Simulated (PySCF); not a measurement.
```xyz
22

C    -3.1673   -0.4866    1.7142
C    -2.1752   -0.8733    0.9279
Si   -1.8376   -0.1922   -0.7918
C     0.0475    0.1137   -0.9243
C     0.4708    0.7692   -2.2255
S     0.8865   -1.5067   -0.7260
C     2.4269   -0.9963    0.1164
C     2.2244   -0.7676    1.6024
H    -3.8673    0.2737    1.4080
H    -3.3295   -0.9049    2.6963
H    -1.5036   -1.6443    1.2878
H    -2.5070    1.0995   -0.9950
H    -2.2324   -1.1480   -1.8297
H     0.3834    0.7182   -0.0798
H     0.0057    1.7494   -2.3179
H     1.5527    0.8957   -2.2736
H     0.1633    0.1593   -3.0719
H     3.1286   -1.8111   -0.0586
H     2.7935   -0.1000   -0.3844
H     3.1625   -0.4660    2.0654
H     1.8766   -1.6814    2.0786
H     1.4872    0.0136    1.7808
```

Geometry: GFN2-xTB.

Method: PBE0/pcSseg-1, SCF density, gas phase, non-relativistic (PySCF 2.14.0).

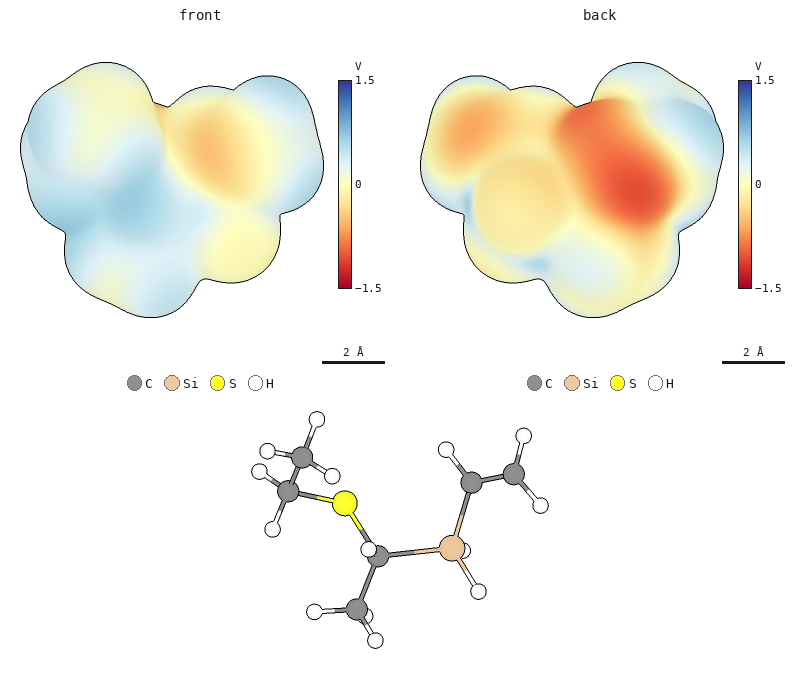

C6H14SSi (SMILES C=C[SiH2][C@H](C)SCC). The electrostatic potential painted on the density surface at 0.001 e/bohr³, seen from the front and from behind; the colour scale runs from red (negative) to blue (positive). The bare structure is drawn below in the same view.

### Which sites attract a positive test charge, and which a negative one?

A positive charge is drawn to the negative regions and a negative charge to the positive ones. The most negative region (about −1.0 V) lies over S6, the most positive (about +0.7 V) over H14, H16, H19 and H22.

### What dipole moment does the calculation give?

Its dipole moment is 1.86 D.
